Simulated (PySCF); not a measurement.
```yaml
atoms:
  - { symbol: O, position_ang: [3.0576, -1.4658, -0.0733] }
  - { symbol: C, position_ang: [2.9736, -0.4851, 0.5953] }
  - { symbol: O, position_ang: [1.9453, 0.3627, 0.6470] }
  - { symbol: C, position_ang: [0.8023, 0.0294, -0.1157] }
  - { symbol: C, position_ang: [0.0333, 1.3199, -0.4119] }
  - { symbol: O, position_ang: [-1.1070, 1.0848, -1.1849] }
  - { symbol: C, position_ang: [-2.1727, 0.4613, -0.4614] }
  - { symbol: Si, position_ang: [-1.5154, -1.1913, 0.2447] }
  - { symbol: Cl, position_ang: [-2.3265, -1.7249, 1.9785] }
  - { symbol: O, position_ang: [0.0333, -0.8544, 0.6235] }
  - { symbol: H, position_ang: [3.7584, -0.1100, 1.2718] }
  - { symbol: H, position_ang: [1.1159, -0.4572, -1.0517] }
  - { symbol: H, position_ang: [-0.2240, 1.7881, 0.5487] }
  - { symbol: H, position_ang: [0.6710, 1.9934, -0.9877] }
  - { symbol: H, position_ang: [-2.9742, 0.3545, -1.1908] }
  - { symbol: H, position_ang: [-2.5236, 1.1508, 0.3205] }
  - { symbol: H, position_ang: [-1.5542, -2.2442, -0.7625] }
```

Geometry: GFN2-xTB.

These are results of PBE0/pcSseg-1, SCF density, gas phase, non-relativistic in PySCF, not measurements.

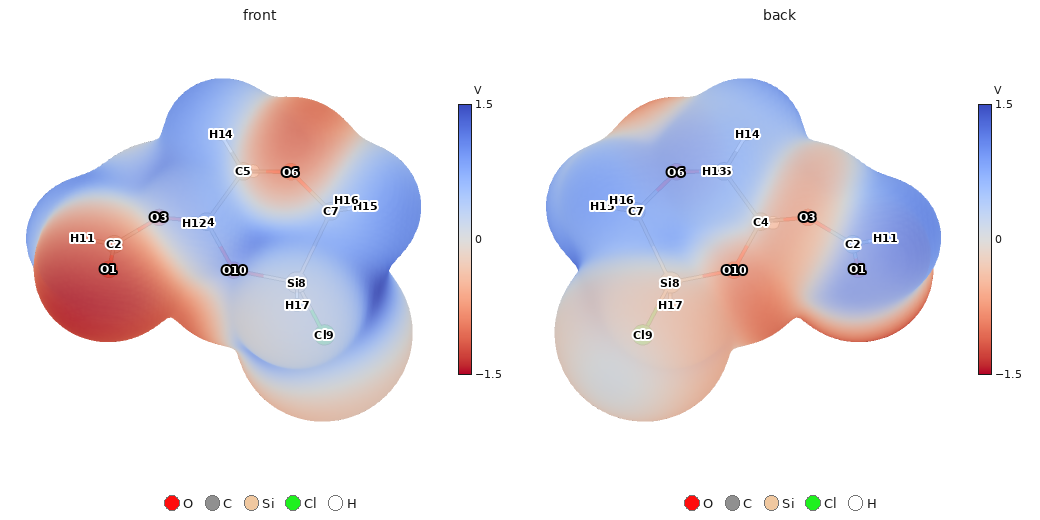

C$_{4}$H$_{7}$ClO$_{4}$Si. The electrostatic potential painted on the density surface at 0.001 e/bohr³, seen from the front and from behind; red is negative and blue positive.

### Where is the surface potential most negative and most positive?

The most negative region (about −1.4 V) lies over O1, the most positive (about +1.3 V) over Si8. O1 is the likeliest acceptor of a hydrogen bond.
